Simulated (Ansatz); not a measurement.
**Cost against accuracy: kpoints.mp_grid.grid for Pt (Pm-3n, 8 atoms in the cell)**

Cell: a = 4.9224 Å, b = 4.9224 Å, c = 4.9224 Å, α = 90.00°, β = 90.00°, γ = 90.00°.

Computed with PBE (plane waves, PAW; Ansatz, a first-principles code).

Base settings: basis.ecutwfc = 420 eV; kpoints.mp_grid.grid = 5 5 5; hamiltonian.xc = pbe; hamiltonian.pseudopotentials = {kind: paw} (the program's default PAW files); scf.occupations.method = cold; scf.occupations.width = 0.136 eV.

Misses are taken against the tightest run, 16 16 16, which need not be fully converged itself. The energy is the free energy per atom.

The count of work is k-points × plane waves × bands × iterations; it is no time, and leaves out set-up, grids and terms that scale otherwise. 

The starting cell was generated: these elements placed on a structure prototype, without a prior relaxation; it need not be a known phase or ordering of this composition. Its lattice was rescaled by a random factor within 2.5 % of one. Spin polarisation is off. In the base run, with a pressure of about 24 GPa the cell is away from its equilibrium volume at this level. Ansatz's pressure includes its estimate of the finite-basis (Pulay) stress.

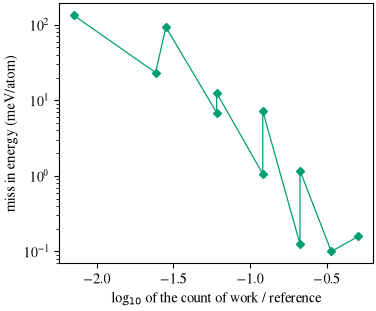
*Miss against the count of work; the reference run is not drawn, and misses under 0.1 meV/atom are drawn there.*

```csv
kpoints.mp_grid.grid,energy less reference (meV/atom),pressure less reference (GPa),count of work / reference
1 1 1,-133.69,-4.81,0.0071
2 2 2,-93.00,-0.12,0.028
3 3 3,-23.26,-0.80,0.024
4 4 4,12.53,0.20,0.061
5 5 5,6.89,0.03,0.061
6 6 6,-7.22,-0.11,0.12
7 7 7,1.06,0.06,0.12
8 8 8,-0.13,0.00,0.21
9 9 9,1.17,0.04,0.21
11 11 11,-0.02,0.01,0.34
13 13 13,-0.16,0.00,0.51
16 16 16,0.00,0.00,1.0
```

Coarsest setting among those run that, with all tighter ones, holds the energy within 5 meV/atom of the reference: 7 7 7, off by 1.1 meV/atom; it needs 0.12 of the reference's count of work.

Smallest miss in the energy for at most 0.05 times the reference's count of work: 3 3 3, with a miss of 23 meV/atom at a count of 0.024.

The step from 4 4 4 to 9 9 9: it takes the miss in the energy from 13 to 1.2 meV/atom, for 3.5 times the count of work.

Keys are those of Ansatz 0.2.
